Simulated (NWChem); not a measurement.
# ICl (iodine monochloride): B3LYP/def2-TZVP (core potential)

Aim: the vertical ionisation energy of ICl (iodine monochloride) at B3LYP/def2-TZVP (core potential), from 2 runs. The job is set up through an ASE script.

Program for the calculation: NWChem 7.3.0.

4 further runs of the same task are left out: 2 that didn't finish, 2 set aside as unsound or not needed. Runs told in other sessions of the task aren't counted.

## 1. The structure to begin with

The species is ICl (2 atoms), meant as a singlet with charge 0. As SMILES, `ClI`. The shape is that of a PBE0-D4/def2-TZVP optimisation.

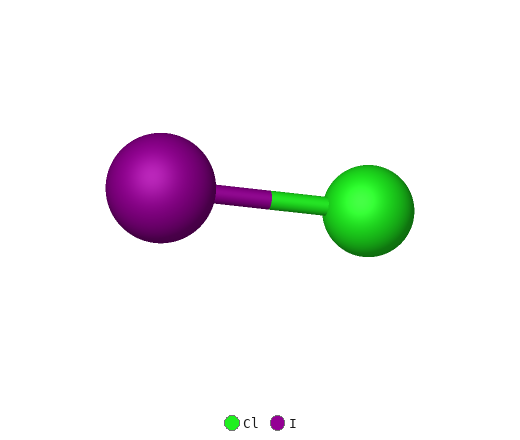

Viewed from a chosen angle; chlorine green, iodine purple.

## 2. Energy and forces at B3LYP/def2-TZVP (core potential)

The input, work.xyz:

```xyz
2

Cl     0.000000     0.000000    -0.002580
I      0.000000     0.000000     2.309100
```

The input, run.py:

```python
from ase.io import read
from ase.calculators.nwchem import NWChem

atoms = read('work.xyz')

calc = NWChem(
    label='work',
    theory='dft',
    memory='2200 mb',
    basis='def2-TZVP',
    basispar='spherical bse',
    dft={'xc': 'b3lyp', 'mult': '1', 'grid': 'xfine', 'convergence': 'energy 1e-08', 'iterations': '100', 'mulliken': None, 'print': 'low'},
    **{'ecp bse': {'I library': 'def2-TZVP'}},
)
atoms.calc = calc

forces = atoms.get_forces()
print(f"energy = {atoms.get_potential_energy():.6f} eV")
print("forces (eV/A):")
for s, f in zip(atoms.symbols, forces):
    print(f"{s:2s} {f[0]:10.5f} {f[1]:10.5f} {f[2]:10.5f}")
```

Started as:

```bash
$ export ASE_NWCHEM_COMMAND="nwchem PREFIX.nwi > PREFIX.nwo"
$ python run.py
```

The log of the run:

```text
energy = -20626.992024 eV
forces (eV/A):
Cl    0.00000    0.00000   -0.51479
I    -0.00000   -0.00000    0.51479
```

The calculator wrote work.nwi:

```
title "work"

permanent_dir work

scratch_dir work

start work

geometry units angstrom nocenter noautosym noautoz
  Cl 0.0000000000000000e+00 0.0000000000000000e+00 -2.5799999999999998e-03
  I  0.0000000000000000e+00 0.0000000000000000e+00 2.3090999999999999e+00
end

memory 2200 mb

basis spherical bse noprint
   * library def2-TZVP
end

dft
  xc b3lyp
  mult 1
  grid xfine
  convergence energy 1e-08
  iterations 100
  mulliken
  print low
end
ecp bse
  I library def2-TZVP
end

task dft gradient
```

work.nwo, shortened:

```text
[...]
         Total DFT energy =     -758.027981580215
      One electron energy =    -1346.959052864624
           Coulomb energy =      542.228675129380
    Exchange-Corr. energy =      -50.586299003848
 Nuclear repulsion energy =       97.288695158876
[...]
      Total Density - Mulliken Population Analysis
     ---------------------------------------------
    Atom       Charge   Shell Charges
 -----------   ------   -------------------------------------------------------
    1 Cl  17    17.19   2.01  0.43  1.52  1.16  0.83  4.19  1.67  1.12  2.75  1.44  0.01  0.05  0.00
    2 I   25    24.81   0.19 -0.79  1.64  0.98  1.23  0.71 -0.49  6.44  1.40  2.54  0.86  9.18  0.82  0.08  0.00  0.02
[...]
                         DFT ENERGY GRADIENTS
    atom               coordinates                        gradient
                 x          y          z           x          y          z
   1 Cl      0.000000   0.000000  -0.004875   -0.000000  -0.000000   0.010011
   2 I       0.000000   0.000000   4.363566    0.000000   0.000000  -0.010011
 Task  times  cpu:       46.6s     wall:       46.6s
 Total times  cpu:       46.7s     wall:       46.7s
```

It took 48 s on 1 thread of Intel Xeon Platinum 8259CL at 2.50GHz (Skylake/Cascade Lake), shared host; peak memory 0.14 GiB.

## 3. The doublet cation: a single-point energy at UB3LYP/def2-TZVP (core potential)

The input, run.py:

```python
from ase import Atoms
from ase.calculators.nwchem import NWChem

system = Atoms('ClI', positions=[
    [-0.000000, 0.000000, -0.002580],
    [0.000000, -0.000000, 2.309100],
])

calc = NWChem(
    label='cli',
    theory='dft',
    memory='2200 mb',
    basis='def2-TZVP',
    basispar='spherical bse',
    charge=1,
    dft={'xc': 'b3lyp', 'mult': '2', 'grid': 'xfine', 'convergence': 'energy 1e-08', 'iterations': '100', 'mulliken': None, 'print': 'low'},
    task='energy',
    **{'ecp bse': {'I library': 'def2-TZVP'}},
)
system.calc = calc

e = system.get_potential_energy()
print(f"E = {e:.6f} eV")
```

Started as:

```bash
$ export ASE_NWCHEM_COMMAND="nwchem PREFIX.nwi > PREFIX.nwo"
$ python run.py
```

The log of the run:

```text
E = -20616.814927 eV
```

The calculator wrote cli.nwi:

```
title "cli"

permanent_dir cli

scratch_dir cli

start cli

geometry units angstrom nocenter noautosym noautoz
  Cl -0.0000000000000000e+00 0.0000000000000000e+00 -2.5799999999999998e-03
  I  0.0000000000000000e+00 -0.0000000000000000e+00 2.3090999999999999e+00
end

charge 1

memory 2200 mb

basis spherical bse noprint
   * library def2-TZVP
end

dft
  xc b3lyp
  mult 2
  grid xfine
  convergence energy 1e-08
  iterations 100
  mulliken
  print low
end
ecp bse
  I library def2-TZVP
end

task dft energy
```

cli.nwo, shortened:

```text
[...]
         Total DFT energy =     -757.653980155164
      One electron energy =    -1335.095346500209
           Coulomb energy =      530.418117171031
    Exchange-Corr. energy =      -50.265445984862
 Nuclear repulsion energy =       97.288695158876
[... 14 lines left out ...]
     --------------------------------------------
      Spin Density - Mulliken Population Analysis
[...]
      <S2> =      0.7529 (Exact =     0.7500)
[...]
```

It took 55 s on 1 thread of Intel Xeon Platinum 8259CL at 2.50GHz (Skylake/Cascade Lake), shared host; peak memory 0.13 GiB.

## 4. Summary of results

At B3LYP/def2-TZVP (core potential):

```
                                          quantity          value
                         singlet ICl: total energy  -758.02798 Eh
             singlet ICl: largest force on an atom     0.515 eV/Å
                      doublet cation: total energy  -757.65398 Eh
                              doublet cation: ⟨S²⟩          0.753
vertical ionisation energy (to the doublet cation)      10.177 eV
```

What this shows: Removing an electron at fixed nuclei costs 10.18 eV (982 kJ/mol). The largest force (singlet ICl) is 0.51 eV/Å: the shape isn't a stationary point for this species at this level.
